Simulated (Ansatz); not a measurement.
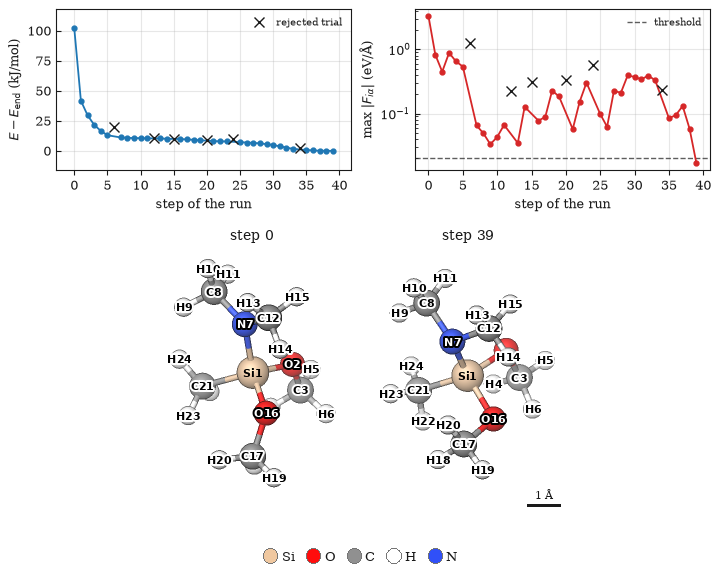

First and last geometry of a relaxation of C5H15NO2Si, with the history of the run. A ball-and-stick model, seen from a free direction.

The run prepares the start of a later molecular dynamics calculation, from a guessed geometry.

Level of theory: RKS r2SCAN/STO-3G in Ansatz.

Input file:
```yaml
crystal:
  periodic: [false, false, false]
  atoms:
    - { symbol: Si, position_ang: [0.0, 0.0, 0.0] }
    - { symbol: O, position_ang: [0.0, 0.0, 1.68] }
    - { symbol: C, position_ang: [-1.1112, -0.3437, 2.4945] }
    - { symbol: H, position_ang: [-1.814, -0.9775, 1.9143] }
    - { symbol: H, position_ang: [-0.7584, -0.9037, 3.3856] }
    - { symbol: H, position_ang: [-1.6313, 0.5809, 2.8212] }
    - { symbol: "N", position_ang: [1.7163, 0.0, -0.6061] }
    - { symbol: C, position_ang: [2.4072, -1.273, -0.8567] }
    - { symbol: H, position_ang: [1.7433, -1.947, -1.4373] }
    - { symbol: H, position_ang: [3.3364, -1.083, -1.4334] }
    - { symbol: H, position_ang: [2.6645, -1.7518, 0.1112] }
    - { symbol: C, position_ang: [2.4114, 1.273, -0.8449] }
    - { symbol: H, position_ang: [3.0382, 1.1875, -1.757] }
    - { symbol: H, position_ang: [1.6647, 2.0824, -0.9844] }
    - { symbol: H, position_ang: [3.0569, 1.5118, 0.0259] }
    - { symbol: O, position_ang: [-0.7913, 1.3709, -0.5594] }
    - { symbol: C, position_ang: [-2.1512, 1.4177, -0.9653] }
    - { symbol: H, position_ang: [-2.7687, 0.8215, -0.2614] }
    - { symbol: H, position_ang: [-2.5023, 2.4707, -0.9639] }
    - { symbol: H, position_ang: [-2.2473, 0.9975, -1.9882] }
    - { symbol: C, position_ang: [-0.8808, -1.5259, -0.6227] }
    - { symbol: H, position_ang: [-1.3804, -2.0377, 0.2261] }
    - { symbol: H, position_ang: [-1.6409, -1.2332, -1.3768] }
    - { symbol: H, position_ang: [-0.1449, -2.2146, -1.0879] }
basis:
  gaussian: { orbitals: STO-3G }
hamiltonian:
  xc: r2scan
relax:
  f_tol: 0.02
  max_steps: 40
```

Command:
```bash
ansatz run input.yaml --threads 2 --pin off --max-ram 3072MiB --backend cpu --events-out ev --progress --plain --runs-dir out
```

### What do the curves and the structures tell?

It converged. The atom that moves furthest after the best rigid fit is H20 (1.44 Å). By element the largest moves are H 1.44 Å, O 0.69 Å, N 0.62 Å, C 0.58 Å, Si 0.25 Å. Among the contacts that change: Si1–N7 1.820 → 1.769 Å, O16–C17 1.420 → 1.460 Å, Si1–O16 1.679 → 1.716 Å, N7–C12 1.470 → 1.497 Å. Bond angles that change, for instance: Si1–O16–C17 125.0° → 110.1°, C8–N7–C12 120.0° → 109.8°, Si1–N7–C12 120.0° → 113.5°. Groups turn about Si1–O16 by about 80°, Si1–C21 by about 75°, O2–C3 by about 40°. The energy falls by 102.0 kJ/mol in 33 accepted moves (39 points after the start). Largest force component: 3.3 eV/Å at the start, 0.017 eV/Å at the end. The line search rejected the trial steps at points 6, 12, 15, 20, 24, 34 of the run.

```csv
step,"E − E(0), kJ/mol","largest force component, eV/Å",note
0,0.00,3.2824,
1,-60.27,0.8196,
2,-72.30,0.4478,
3,-80.36,0.8806,
4,-85.37,0.6481,
5,-88.99,0.5383,
6,-81.80,1.2692,rejected
7,-90.87,0.0653,
8,-91.19,0.0491,
9,-91.37,0.0333,
10,-91.48,0.0431,
12,-91.54,0.2278,rejected
13,-91.70,0.0348,
15,-91.94,0.3105,rejected
16,-92.17,0.0775,
18,-92.81,0.2271,
19,-93.24,0.1845,
21,-93.83,0.0572,
22,-94.12,0.1520,
24,-91.78,0.5765,rejected
25,-94.77,0.0981,
27,-95.38,0.2266,
28,-95.78,0.2098,
30,-97.19,0.3707,
31,-98.23,0.3406,
33,-100.38,0.3288,
34,-100.01,0.2334,rejected
36,-101.67,0.0945,
37,-101.91,0.1310,
39,-102.03,0.0169,
```

Limits of the set-up: STO-3G is a minimal basis, so the numbers are rough.
